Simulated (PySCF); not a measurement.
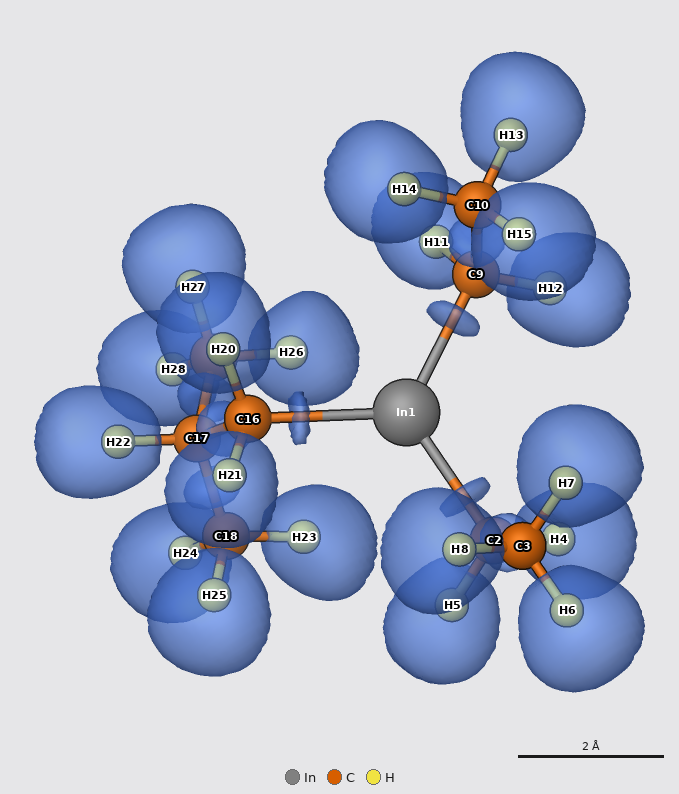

C8H19In (SMILES C[CH2][In]([CH2]C)[CH2]C(C)C). Isosurface of the ELF at 0.85 (blue), seen at a tilt. Core shells and regions of very low density are left out.

Geometry: PBE0-D3(BJ)/def2-SVP; core potentials replace the inner electrons of In.

These are results of PySCF, CAM-B3LYP/def2-SVPD, SCF density, gas phase, scalar-relativistic core potentials on the heavy atoms, not measurements.

```xyz
28

In    0.3628    0.4390    0.2523
C     2.5563    0.4106    0.2642
C     3.1450    0.4580    1.6723
H     2.9129    1.2695   -0.3279
H     2.8899   -0.4985   -0.2624
H     4.2497    0.4497    1.6622
H     2.8442    1.3670    2.2194
H     2.8318   -0.4039    2.2847
C    -0.7276    2.3415    0.3220
C    -1.2401    2.6747    1.7219
H    -1.5725    2.2660   -0.3831
H    -0.0746    3.1460   -0.0529
H    -1.8131    3.6187    1.7419
H    -1.9096    1.8920    2.1164
H    -0.4192    2.7903    2.4492
C    -0.7644   -1.4499    0.3350
C    -1.2136   -1.9586   -1.0351
C    -0.0259   -2.2512   -1.9454
C    -2.1890   -0.9979   -1.7061
H    -1.6401   -1.2883    0.9865
H    -0.1286   -2.2015    0.8321
H    -1.7515   -2.9167   -0.8892
H     0.5310   -1.3249   -2.1815
H    -0.3431   -2.6920   -2.9038
H     0.6851   -2.9455   -1.4715
H    -1.7031   -0.0307   -1.9305
H    -3.0537   -0.7847   -1.0587
H    -2.5690   -1.4015   -2.6576
```

Question: What do the ELF domains correspond to?

Answer: The surface consists of five regions between bonded C–C atoms (shared pairs), 19 regions around hydrogen nuclei and three lobes of the valence shell of C pointing towards In (polar bonds). Along the contacts the grid gives the following. C–C (1.52 Å): the ELF peaks at about 0.95 between the atoms (localised, covalent bonding). C–In (2.19 Å): the ELF peaks at about 0.90 in the valence shell of C, 0.7 Å from its nucleus, and drops to about 0.15 between the two atoms.
